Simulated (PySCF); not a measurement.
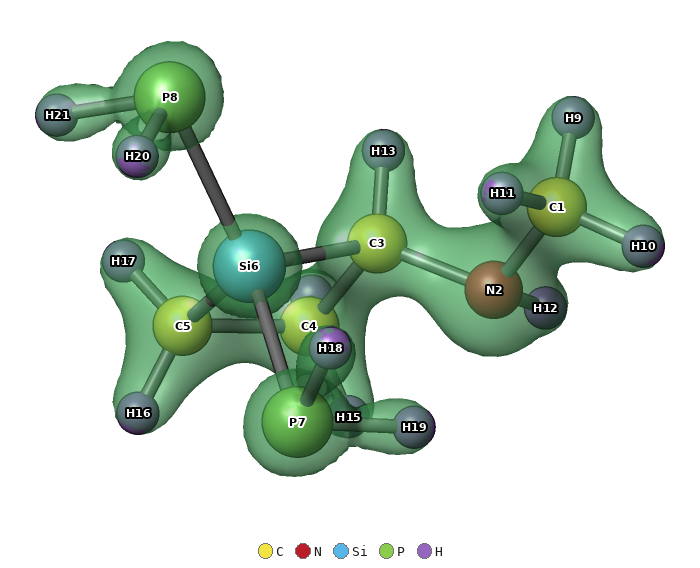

Figure 1: C$_{4}$H$_{13}$NP$_{2}$Si (SMILES CN[C@H]1CC[Si]1(P)P). Isosurface of the total electron density at 1 e/Å³ (green), seen from one side.

Geometry: GFN2-xTB.

The calculation used PySCF 2.14.0, PBE0/pcSseg-1, SCF density, gas phase, non-relativistic.

The calculation's input:

```
{"job": {"kind": "nmr", "xc": "PBE0", "basis": "pcSseg-1"}, "charge": 0, "multiplicity": 1}
C     -1.737464     1.456244     1.132124
N     -1.553487     0.822747    -0.156659
C     -0.849565    -0.436284    -0.048994
C     -0.679175    -1.165217    -1.385690
C      0.797926    -1.568899    -1.308922
Si     1.076664    -0.268208     0.084085
P      1.724487     1.708165    -0.803430
P      2.034985    -0.927670     2.030785
H     -2.300236     0.837247     1.846740
H     -2.258568     2.402994     0.997975
H     -0.752347     1.651358     1.562197
H     -2.456518     0.681250    -0.604309
H     -1.296605    -1.096597     0.711215
H     -1.360750    -2.004941    -1.521497
H     -0.834183    -0.453850    -2.196194
H      1.336445    -1.461644    -2.246402
H      0.916047    -2.595294    -0.967754
H      1.930349     2.312975     0.428201
H      0.420183     2.155466    -0.887334
H      3.104967    -0.063340     1.889850
H      2.727925    -1.969560     1.443543
```

Run with:

```sh
OMP_NUM_THREADS=1 python probes_run.py task.json out
```

Q: How is the density connected at this value?

A: At this value the surface falls into four separate pieces. It bridges the sampled C–N (1.45 Å) and C–C (1.53 Å) contacts, where the density stays above the isovalue. It is pinched off along the sampled C–Si (1.93 Å) and Si–P (2.26 Å) contacts. On the grid the lowest density along these lines, outside the cores, is 1.9 e/Å³ (C–N, 1.45 Å), 1.6 e/Å³ (C–C, 1.53 Å), 0.74 e/Å³ (C–Si, 1.93 Å) and 0.64 e/Å³ (Si–P, 2.26 Å).
